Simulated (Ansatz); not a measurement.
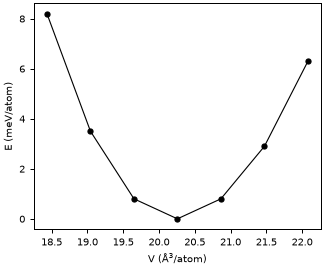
*Li (bcc (W type), Im-3m) under volume change, PBE (plane waves, PAW; program Ansatz), scaled uniformly.*

Q: What does a third-order Birch–Murnaghan fit give for V₀, B₀ and B′?

A: V₀ = 20.26 Å³/atom, B₀ = 13.9 GPa, B′ = 3.4.

The PBE relaxation kept the symmetry of its start.

Potentials: the earlier of the program's two PAW sets.
